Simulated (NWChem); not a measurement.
# CN− (SMILES [C-]#N): levels of theory compared

Aim: a comparison of 6 runs (HF/3-21G, HF/def2-SVPD, HF/aug-cc-pVTZ, PBE0/def2-SVP, SVWN5/aug-cc-pVTZ, MP2/6-311G**) of CN−. 

The calculation is run with NWChem 7.3.0.

### Step 1. The system as given

The species is CN− (2 atoms), meant as a singlet with charge -1. As SMILES, `[C-]#N`. The coordinates come from a PBE0-D4/def2-TZVPD relaxation.

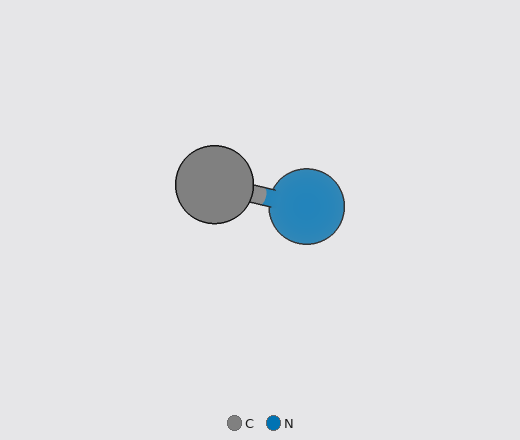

The structure, seen from a chosen angle (carbon grey, nitrogen blue).

### Step 2. Energy and gradient at HF/3-21G (run 1)

The input, run.nw:

```
START run
memory 2200 mb
charge -1

GEOMETRY units angstrom noautosym nocenter noautoz
  C        0.499700      -0.161700       0.257300
  N       -0.499700       0.161700      -0.257300
END

BASIS spherical bse
  * library 3-21G
END

SCF
  nopen 0
  rhf
  thresh 1e-08
  maxiter 80
  noprint "final vectors analysis"
END

TASK scf gradient
```

Run with:

```console
nwchem run.nw > run.out
```

Log:

```text
[...]
  functions       =    18
[...]
  wavefunction    = RHF
[...]
         Total SCF energy =    -91.749928331578
      One-electron energy =   -166.374315201138
      Two-electron energy =     55.623429211381
 Nuclear repulsion energy =     19.000957658179
        Time for solution =      0.1s
[...]
                         RHF ENERGY GRADIENTS
    atom               coordinates                        gradient
                 x          y          z           x          y          z
   1 C       0.944296  -0.305569   0.486226    0.007000  -0.002265   0.003604
   2 N      -0.944296   0.305569  -0.486226   -0.007000   0.002265  -0.003604
[...]
```

It took 0.76 s on 1 thread of AMD EPYC 7R43 (Zen 3), shared host; peak memory 0.096 GiB.

### Step 3. Energy and gradient at HF/def2-SVPD (run 2)

The input, run.nw:

```
start run
memory total 2200 mb
charge -1
geometry units angstrom noautosym nocenter noautoz
   C     0.499700   -0.161700    0.257300
   N    -0.499700    0.161700   -0.257300
end
basis "ao basis" spherical bse
   * library def2-SVPD
end
scf
   thresh 1e-08
   maxiter 80
   print low
end
task scf gradient
```

Run with:

```console
nwchem run.nw > run.out
```

Log:

```text
[...]
  functions       =    40
[...]
  wavefunction    = RHF
[...]
         Total SCF energy =    -92.231764741332
      One-electron energy =   -166.439020536896
      Two-electron energy =     55.206298137385
 Nuclear repulsion energy =     19.000957658179
        Time for solution =      0.6s
[...]
                         RHF ENERGY GRADIENTS
    atom               coordinates                        gradient
                 x          y          z           x          y          z
   1 C       0.944296  -0.305569   0.486226    0.033020  -0.010685   0.017002
   2 N      -0.944296   0.305569  -0.486226   -0.033020   0.010685  -0.017002
 Task  times  cpu:        1.0s     wall:        1.0s
 Total times  cpu:        1.0s     wall:        1.0s
```

It took 1.6 s on 1 thread of AMD EPYC 7R43 (Zen 3), shared host; peak memory 0.096 GiB.

Runs 3 to 5 aren't shown in full; the table further down has their settings and results.

### Step 4. Energy and forces at MP2/6-311G(d,p) (run 6)

The input, cn.xyz:

```xyz
2
CN mp2
C      0.499700    -0.161700     0.257300
N     -0.499700     0.161700    -0.257300
```

The input, cn.nw:

```
start cn
title "CN mp2"
memory 2200 mb
charge -1
geometry noautosym nocenter noautoz
   load cn.xyz
end
basis spherical bse
   * library 6-311G**
end
scf
   thresh 1e-08
   maxiter 80
end
mp2
   freeze core 2
   tight
end
task mp2 gradient
```

Run with:

```console
nwchem cn.nw > cn.out
```

Log:

```text
[...]
  functions       =    36
[...]
  wavefunction    = RHF
[...]
         Total SCF energy =    -92.318996265845
      One-electron energy =   -166.836196803206
      Two-electron energy =     55.516242879182
 Nuclear repulsion energy =     19.000957658179
        Time for solution =      0.7s
[...]
          Total MP2 energy           -92.610251139264
[...]
                         mp2 ENERGY GRADIENTS
    atom               coordinates                        gradient
                 x          y          z           x          y          z
   1 C       0.944296  -0.305569   0.486226   -0.037547   0.012150  -0.019334
   2 N      -0.944296   0.305569  -0.486226    0.037547  -0.012150   0.019334
[...]
```

It took 2.6 s on 1 thread of AMD EPYC 7R43 (Zen 3), shared host; peak memory 0.1 GiB.

### Step 5. Overview of the runs

```tsv
run	level	iteration cap	module	energy (Eh)	largest force (eV/Å)	wall time
1	HF/3-21G	80	scf	-91.749928	0.421	0.76 s
2	HF/def2-SVPD	80	scf	-92.231765	1.987	1.6 s
3	HF/aug-cc-pVTZ	80	scf	-92.342575	2.086	22 s
4	PBE0/def2-SVP	100	dft	-92.649605	0.962	2 s
5	SVWN5/aug-cc-pVTZ	100	dft	-92.095504	0.491	15 s
6	MP2/6-311G**	80	mp2	-92.610251	2.260	2.6 s
```

### Step 6. Summary of results

| quantity | value |
| --- | --- |
| run 6: total energy | -92.61025 Eh |
| run 6: HOMO energy (Hartree–Fock orbitals) | -4.58 eV |
| run 6: LUMO energy (Hartree–Fock orbitals) | 13.35 eV |
| run 6: HOMO–LUMO gap (to an unbound level, set by the basis) | 17.93 eV |
| run 6: correlation energy (2 core orbitals frozen) | -291.3 mEh |
| run 6: largest force on an atom | 2.260 eV/Å |

Totals of different functionals can't be ranked against each other. All runs together took 45 s, the longest 22 s.
